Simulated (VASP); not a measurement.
## Driving VASP from ASE on TiAs

Do ASE scripts that read TiAs from different structure formats give one answer, and do several routes find one equilibrium volume? All runs use PBEsol. Left out of this account: 1 further run (fields: a reference on another mesh). The start is a computed cell from the Materials Project.

Main program and level: VASP 6.6.1; PBEsol; plane waves and PAW (Ti_sv, As).

## 1. Set-up

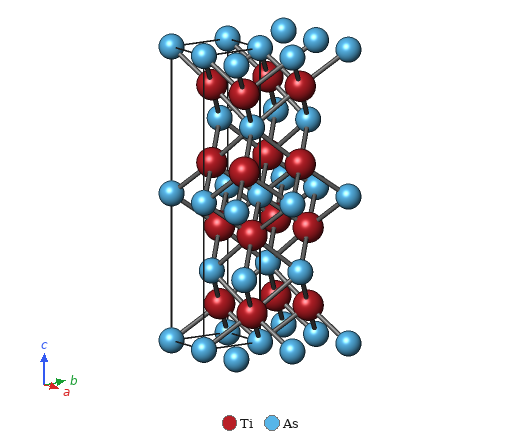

The cell as given, slightly off an axis (titanium red, arsenic blue). 2×2×1 cells are drawn. Bonds to atoms that aren't drawn are left out. Some periodic images of atoms are drawn too.

## 2. Total energy, forces and stress (PBEsol, through ASE)

A single point through ASE, with the structure read from an extended xyz file.

run.py

```python
import numpy as np
from ase.calculators.vasp import Vasp
from ase.io import read
from ase.dft.bandgap import bandgap

atoms = read('TiAs.xyz')

calc = Vasp(
    xc='pbesol',
    pp='PBE',
    prec='Accurate',
    encut=400,
    ediff=1e-06,
    nelm=100,
    ismear=-1,
    sigma=0.05,
    lreal=False,
    algo='Normal',
    nbands=42,
    lasph=True,
    lorbit=11,
    lwave=False,
    lcharg=False,
    kpar=8,
    isif=2,
    pp_version='64',
    setups={'Ti': '_sv', 'As': ''},
    kpts=(10, 10, 3),
    gamma=True,
    txt='vasp.out',
)
atoms.calc = calc

print("energy (eV):", round(atoms.get_potential_energy(), 6))
print("Fermi level (eV):", round(calc.get_fermi_level(), 4))
print("forces (eV/A):")
print(np.round(atoms.get_forces(), 4))
print("stress (GPa, Voigt, tension positive):", np.round(atoms.get_stress() * 160.21766, 3))
gap, p1, p2 = bandgap(calc, direct=False)
print("gap on the mesh (eV):", round(gap, 4))
```

TiAs.xyz

```xyz
8
Lattice="3.6444535024 0.0000000000 0.0000000000 -1.8222267512 3.1561893160 0.0000000000 0.0000000000 0.0000000000 12.0434802800" Properties=species:S:1:pos:R:3 pbc="T T T"
Ti    -0.0000000182      2.1041262212      1.4150241468
Ti     1.8222267694      1.0520630948      7.4367642868
Ti     1.8222267694      1.0520630948     10.6284561332
Ti    -0.0000000182      2.1041262212      4.6067159932
As     0.0000000000      0.0000000000      0.0000000000
As     0.0000000000      0.0000000000      6.0217401400
As    -0.0000000182      2.1041262212      9.0326102100
As     1.8222267694      1.0520630948      3.0108700700
```

Potentials, in the order of the species: Ti_sv and As (PBE family, release 64).

Launch:

```
> export ASE_VASP_COMMAND="mpirun -np 8 vasp_std"
> python run.py
```

Log:

```text
energy (eV): -61.612725
Fermi level (eV): 7.7817
forces (eV/A):
[[-0.     -0.     -0.0671]
 [-0.     -0.     -0.0671]
 [-0.      0.      0.0671]
 [ 0.     -0.      0.0671]
 [-0.      0.      0.    ]
 [-0.      0.      0.    ]
 [-0.      0.      0.    ]
 [-0.      0.      0.    ]]
stress (GPa, Voigt, tension positive): [ 3.861  3.861  3.636 -0.    -0.    -0.   ]
gap on the mesh (eV): 0.0
```

The job ended after 10 s (8 MPI ranks of Intel Xeon 6975P-C (Granite Rapids), shared host; peak memory 2.1 GiB; 73 s of CPU time).

Lines that name or quote the potential files are left out of all logs, and their timing lines are given in words.

The INCAR that ASE wrote:

```
ENCUT = 400.000000
SIGMA = 0.050000
EDIFF = 1.00e-06
ALGO = Normal
GGA = PS
PREC = Accurate
ISIF = 2
ISMEAR = -1
KPAR = 8
LORBIT = 11
NBANDS = 42
NELM = 100
LASPH = .TRUE.
LCHARG = .FALSE.
LWAVE = .FALSE.
LREAL = .FALSE.
```

The KPOINTS that ASE wrote:

```
KPOINTS created by Atomic Simulation Environment
0
Gamma
10 10 3
0 0 0
```

vasp.out:

```text
[banner, memory and clock lines left out]
running    8 mpi-ranks, on    1 nodes
 distrk:  each k-point on    1 cores,    8 groups
 distr:  one band on    1 cores,    1 groups

 POSCAR found type information on POSCAR TiAs
 POSCAR found :  2 types and       8 ions
|                                                                             |
|           W    W    AA    RRRRR   N    N  II  N    N   GGGG   !!!           |
|           W    W   A  A   R    R  NN   N  II  NN   N  G    G  !!!           |
|           W    W  A    A  R    R  N N  N  II  N N  N  G       !!!           |
|           W WW W  AAAAAA  RRRRR   N  N N  II  N  N N  G  GGG   !            |
|           WW  WW  A    A  R   R   N   NN  II  N   NN  G    G                |
|           W    W  A    A  R    R  N    N  II  N    N   GGGG   !!!           |
|                                                                             |
|     For optimal performance we recommend to set                             |
|       NCORE = 2 up to number-of-cores-per-socket                            |
|     NCORE specifies how many cores store one orbital (NPAR=cpu/NCORE).      |
|     This setting can greatly improve the performance of VASP for DFT.       |
|     The default, NCORE=1 might be grossly inefficient on modern             |
|     multi-core architectures or massively parallel machines. Do your        |
|     Unfortunately you need to use the default for GW and RPA                |
|     calculations (for HF NCORE is supported but not extensively tested      |
|     yet).                                                                   |
|                                                                             |

|                                                                             |
|               ----> ADVICE to this user running VASP <----                  |
|                                                                             |
|     You enforced a specific xc type in the INCAR file but a different       |
|     [... a line on the potential file left out ...]
|     I HOPE YOU KNOW WHAT YOU ARE DOING!                                     |
|                                                                             |

 LDA part: xc-table for (Slater+PW92), standard interpolation
 POSCAR, INCAR and KPOINTS ok, starting setup
 FFT: planning ... GRIDC
 FFT: planning ... GRID_SOFT
 FFT: planning ... GRID
 WAVECAR not read
 entering main loop
       N       E                     dE             d eps       ncg     rms          rms(c)
DAV:   1     0.752485530477E+03    0.75249E+03   -0.28798E+04  2352   0.151E+03
DAV:   2     0.422880428156E+02   -0.71020E+03   -0.69512E+03  2352   0.488E+02
DAV:   3    -0.594885102869E+02   -0.10178E+03   -0.99969E+02  3648   0.159E+02
DAV:   4    -0.703890487099E+02   -0.10901E+02   -0.10861E+02  3520   0.468E+01
DAV:   5    -0.709861722582E+02   -0.59712E+00   -0.59669E+00  3536   0.103E+01    0.231E+01
DAV:   6    -0.620415393331E+02    0.89446E+01   -0.77237E+01  3040   0.519E+01    0.618E+00
DAV:   7    -0.616743507068E+02    0.36719E+00   -0.92995E+00  3232   0.177E+01    0.409E+00
DAV:   8    -0.616286953941E+02    0.45655E-01   -0.71633E-01  3228   0.440E+00    0.104E+00
DAV:   9    -0.616254880748E+02    0.32073E-02   -0.11693E-01  3470   0.222E+00    0.399E-01
DAV:  10    -0.616266175091E+02   -0.11294E-02   -0.44516E-03  3382   0.461E-01    0.741E-02
DAV:  11    -0.616265853398E+02    0.32169E-04   -0.89402E-04  3774   0.184E-01    0.342E-02
DAV:  12    -0.616265742096E+02    0.11130E-04   -0.14050E-04  3480   0.638E-02    0.105E-02
DAV:  13    -0.616265695999E+02    0.46097E-05   -0.18022E-05  3392   0.296E-02    0.320E-03
DAV:  14    -0.616265704338E+02   -0.83384E-06   -0.57549E-07  1942   0.633E-03
   1 F= -.61626570E+02 E0= -.61612725E+02  d E =-.276908E-01
```

From OUTCAR (step 2):

```text
ion  position               nearest neighbor table
   1  0.333  0.667  0.117-   5 2.54   5 2.54   5 2.54   8 2.64   8 2.64   8 2.64
   2  0.667  0.333  0.617-   6 2.54   6 2.54   6 2.54   7 2.64   7 2.64   7 2.64
   3  0.667  0.333  0.883-   5 2.54   5 2.54   5 2.54   7 2.64   7 2.64   7 2.64
   4  0.333  0.667  0.383-   6 2.54   6 2.54   6 2.54   8 2.64   8 2.64   8 2.64
   5  0.000  0.000  0.000-   1 2.54   3 2.54   3 2.54   1 2.54   3 2.54   1 2.54
   6  0.000  0.000  0.500-   2 2.54   4 2.54   2 2.54   4 2.54   2 2.54   4 2.54
   7  0.333  0.667  0.750-   2 2.64   3 2.64   2 2.64   3 2.64   2 2.64   3 2.64
   8  0.667  0.333  0.250-   1 2.64   4 2.64   1 2.64   4 2.64   1 2.64   4 2.64

  LATTYP: Found a hexagonal cell.
 ALAT       =     3.6444535024
 C/A-ratio  =     3.3046052781

 Subroutine GETGRP returns: Found 24 space group operations
 (whereof 12 operations were pure point group operations)

The static configuration has the point symmetry D_3d.
 The point group associated with its full space group is D_6h.

 Found     28 irreducible k-points:

   k-points           NKPTS =     28   k-points in BZ     NKDIM =     28   number of bands    NBANDS=     42

   dimension x,y,z NGX =    24 NGY =   24 NGZ =   80
   dimension x,y,z NGXF=    48 NGYF=   48 NGZF=  160

   ENCUT  =  400.0 eV  29.40 Ry    5.42 a.u.   5.94  5.94 19.64*2*pi/ulx,y,z

   NELECT =      68.0000    total number of electrons

 k-points in reciprocal lattice and weights: KPOINTS created by Atomic Simulation Env
   0.00000000  0.00000000  0.00000000       0.003
   0.10000000 -0.00000000  0.00000000       0.020
   0.20000000 -0.00000000  0.00000000       0.020
   0.30000000  0.00000000  0.00000000       0.020
   0.40000000 -0.00000000  0.00000000       0.020
   0.50000000 -0.00000000  0.00000000       0.010
   0.10000000  0.10000000  0.00000000       0.020
   0.20000000  0.10000000  0.00000000       0.040
   0.30000000  0.10000000  0.00000000       0.040
[...]
0.40000000  0.20000000  0.33333333       0.040
   0.30000000  0.30000000  0.33333333       0.040

 average (electrostatic) potential at core
       1 -73.3637       2 -73.3637       3 -73.3637       4 -73.3637       5 -46.5408
       6 -46.5408       7 -46.3681       8 -46.3681

 E-fermi :   7.7817

 k-point     1 :       0.0000    0.0000    0.0000
  band No.  band energies     occupation
    ...
     30       7.0192      2.00000
     31       7.5122      1.99091
     32       7.5122      1.99091
     33       7.6219      1.92128
     34       7.6219      1.92128
     35       8.1863      0.00061
     36       8.1863      0.00061
     37       8.2598      0.00014
     38       8.2598      0.00014
     39       8.4366      0.00000
    ...

 k-point     2 :       0.1000   -0.0000    0.0000
  band No.  band energies     occupation
    ...
     30       6.7075      2.00000
     31       7.0015      2.00000
     32       7.1492      1.99999
     33       7.1580      1.99999
     34       7.7254      1.51035
     35       7.8429      0.45432
     36       8.1486      0.00130
     37       8.1904      0.00056
     38       8.2377      0.00022
     39       8.7768      0.00000
    ...

 k-point     3 :       0.2000   -0.0000    0.0000
  band No.  band energies     occupation
    ...
     30       5.9844      2.00000
     31       6.1547      2.00000
     32       6.6948      2.00000
     33       6.9352      2.00000
     34       7.5045      1.99220
     35       8.0164      0.01813
     36       8.1147      0.00256
     37       8.1475      0.00133
     38       8.2597      0.00014
     39       8.8329      0.00000
    ...

  Total       -3.3380673     -3.3380673     -3.1435221      0.0000000     -0.0000000      0.0000000
  in kB      -38.6063022    -38.6063022    -36.3562967      0.0000000     -0.0000000      0.0000000
  external PRESSURE =     -37.8563004 kB  Pullay stress =       0.0000000 kB

  energy-cutoff  :      400.00
  volume of cell :      138.53
      direct lattice vectors                 reciprocal lattice vectors
     3.644453502  0.000000000  0.000000000     0.274389562  0.158418887  0.000000000
    -1.822226751  3.156189316  0.000000000     0.000000000  0.316837775  0.000000000
     0.000000000  0.000000000 12.043480280     0.000000000  0.000000000  0.083032477

 POSITION                                       TOTAL-FORCE (eV/Angst)
 -----------------------------------------------------------------------------------
     -0.00000      2.10413      1.41502        -0.000000     -0.000000     -0.067098
      1.82223      1.05206      7.43676        -0.000000     -0.000000     -0.067098
      1.82223      1.05206     10.62846        -0.000000      0.000000      0.067098
     -0.00000      2.10413      4.60672         0.000000     -0.000000      0.067098
      0.00000      0.00000      0.00000        -0.000000      0.000000      0.000000
      0.00000      0.00000      6.02174        -0.000000      0.000000      0.000000
     -0.00000      2.10413      9.03261        -0.000000      0.000000      0.000000
      1.82223      1.05206      3.01087        -0.000000      0.000000      0.000000
 -----------------------------------------------------------------------------------
    total drift:                               -0.000019      0.000020     -0.000000

  FREE ENERGIE OF THE ION-ELECTRON SYSTEM (eV)
  ---------------------------------------------------
  free  energy   TOTEN  =       -61.6265704338 eV

  energy  without entropy=      -61.5988795841  energy(sigma->0) =      -61.61272501

 total charge
# of ion       s       p       d       tot
------------------------------------------
    1        2.159   6.126   1.964  10.249
    2        2.159   6.126   1.964  10.249
    3        2.159   6.126   1.964  10.249
    4        2.159   6.126   1.964  10.249
    5        1.211   1.687   0.060   2.957
    6        1.211   1.687   0.060   2.957
    7        1.210   1.602   0.042   2.854
    8        1.210   1.602   0.042   2.854
--------------------------------------------------
tot         13.478  31.083   8.058  52.619

[... 3 further parts left out ...]
```

The PAW data sets were made with PBE, which is usual practice but a small mismatch for other functionals. At this level the cell is under a tension of 3.8 GPa, so at these settings it is away from equilibrium.

This step gave:

- electronic steps: 14
- electrons: 68
- bands: 42
- irreducible k points: 28
- symmetry operations: 24
- free energy (TOTEN): -61.6266 eV
- energy at zero smearing: -61.6127 eV
- Fermi energy: 7.782 eV
- pressure: -3.786 GPa
- metallic: yes

Force by atom:

```csv
atom,x (eV/Å),y (eV/Å),z (eV/Å),size
Ti1,0.0000,0.0000,-0.0671,0.0671
Ti2,0.0000,0.0000,-0.0671,0.0671
Ti3,0.0000,0.0000,0.0671,0.0671
Ti4,0.0000,0.0000,0.0671,0.0671
As5,0.0000,0.0000,0.0000,0.0000
As6,0.0000,0.0000,0.0000,0.0000
As7,0.0000,0.0000,0.0000,0.0000
As8,0.0000,0.0000,0.0000,0.0000
```

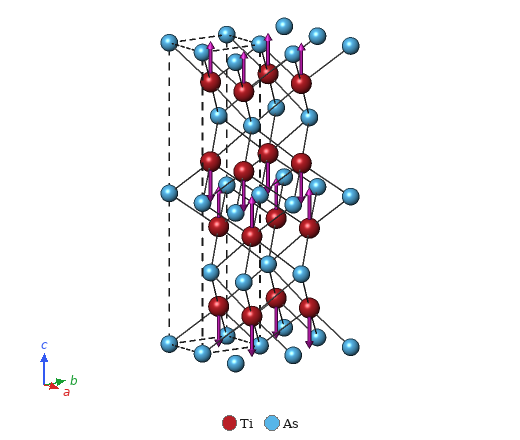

Force as arrows, the longest 0.0671 eV/Å. Bonds to atoms that aren't drawn are left out. 2×2×1 cells are drawn. Some periodic images of atoms are drawn too.

The pressure is -3.79 GPa and the largest force 0.067 eV/Å, so the cell is not at a minimum at these settings.

(Continued in part 2 of 4.)

[Lines on the potential files, build, host, timing and source positions are cut from VASP's logs without a mark.]

[Logs are printed without paths, hosts, clocks, repeated set-up lines and the standing remarks that a program may print on its own settings, such as how far it seeks lower states.]

[Hosts, paths, dates, database ids (printed as entryN), source tags and the programs' standing remarks are cut or masked in the printed files.]

[A measured line is paired with the nearest computed mode of its activity, which favours agreement.]
